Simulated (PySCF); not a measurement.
```json
{"atom": "C", "x (Å)": "1.5874", "y (Å)": "0.0917", "z (Å)": "0.7054"}
{"atom": "C", "x (Å)": "0.7258", "y (Å)": "0.0690", "z (Å)": "-0.4849"}
{"atom": "C", "x (Å)": "-0.1263", "y (Å)": "-0.9449", "z (Å)": "-1.0693"}
{"atom": "C", "x (Å)": "-0.6934", "y (Å)": "0.4524", "z (Å)": "-0.7105"}
{"atom": "B", "x (Å)": "-1.6255", "y (Å)": "0.6371", "z (Å)": "0.5072"}
{"atom": "F", "x (Å)": "-1.5150", "y (Å)": "-0.1972", "z (Å)": "1.5328"}
{"atom": "H", "x (Å)": "1.0952", "y (Å)": "-0.3984", "z (Å)": "1.5544"}
{"atom": "H", "x (Å)": "2.5160", "y (Å)": "-0.4431", "z (Å)": "0.5061"}
{"atom": "H", "x (Å)": "1.8215", "y (Å)": "1.1152", "z (Å)": "0.9958"}
{"atom": "H", "x (Å)": "-0.0585", "y (Å)": "-1.1626", "z (Å)": "-2.1264"}
{"atom": "H", "x (Å)": "-0.4344", "y (Å)": "-1.7995", "z (Å)": "-0.4739"}
{"atom": "H", "x (Å)": "-0.8746", "y (Å)": "1.0879", "z (Å)": "-1.5723"}
{"atom": "H", "x (Å)": "-2.4224", "y (Å)": "1.4928", "z (Å)": "0.6179"}
```

Geometry: GFN2-xTB.

The calculation used UKS B3LYP, pcH-1 on B C F H, non-relativistic, mean-field spin-orbit, GIAO (PySCF 2.14.0, density-fitted response routines).

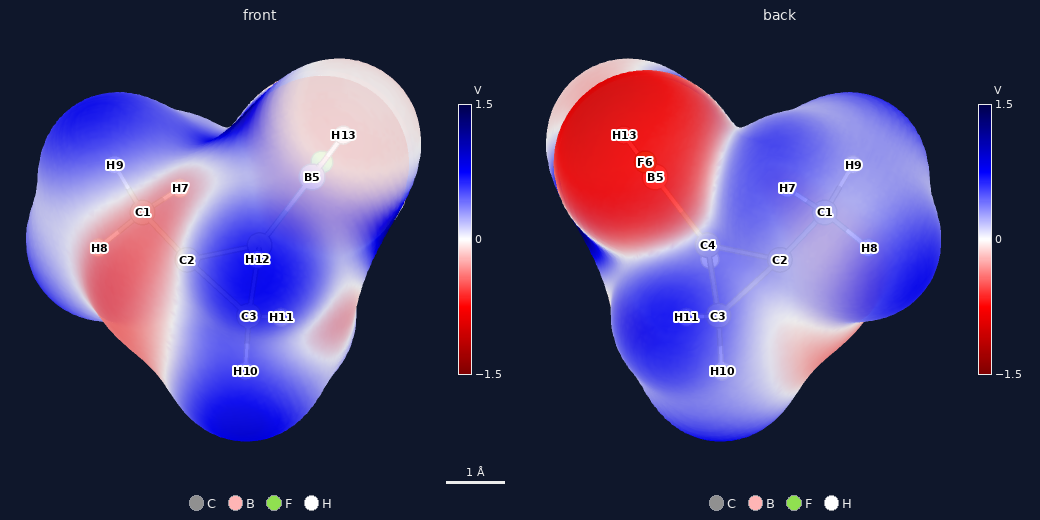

C₄H₇BF (SMILES C[C]1C[C@H]1BF) (doublet). The electrostatic potential painted on the density surface at 0.002 e/bohr³, seen from the front and from behind; the colour scale runs from red (negative) to blue (positive).

Describe the electrostatic potential map.

The most negative region (about −0.9 V, or −21 kcal/mol for a unit charge) lies over F6, the most positive (about +1.4 V, or +32 kcal/mol for a unit charge) over B5.
